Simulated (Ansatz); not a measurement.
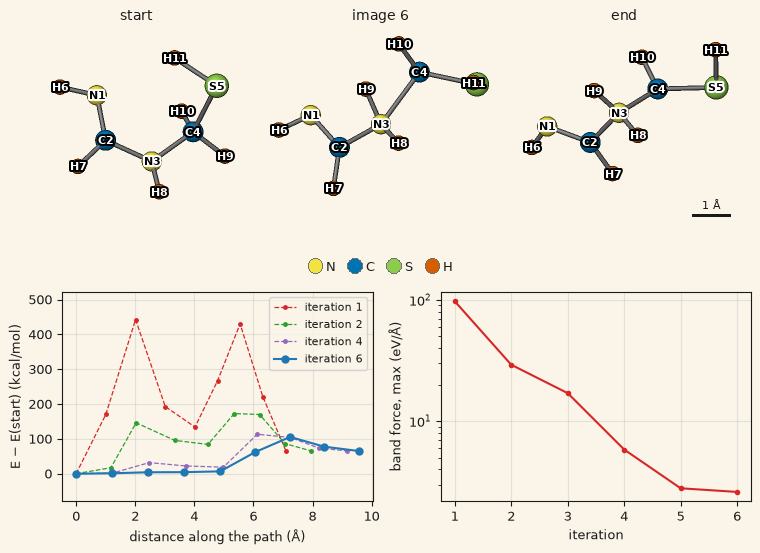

A nudged-elastic-band calculation for C2H6N2S. Images are numbered from 0 (start) to 8 (end). The plot follows the band through its iterations. Style: ball-and-stick. Shown at a tilt.

All numbers below come from Ansatz, RKS PBE/def2-SVP. Run with 7 movable images; climbing image; force threshold 0.05 eV/Å; iteration limit 6; starting path through a guess of the saddle point.

Q: Did the band converge, and can the barrier be trusted?

A: The result isn't final. The band hadn't converged when the run stopped after 6 iterations. The largest component of the band force went from 98 to 2.6 eV/Å. The barrier read from it is provisional: over the last two iterations the highest image moved from 113.3 kcal/mol to 105.5 kcal/mol. The iteration limit was low. The first iteration put the highest image at 442.7 kcal/mol. The energy climbs by 105.5 kcal/mol to image 6 and then falls by 40.2 kcal/mol, so the end point sits at +65.3 kcal/mol.

The run took 85 s on 2 threads of Arm Neoverse V1, with other jobs on the host, peak memory 0.14 GiB.
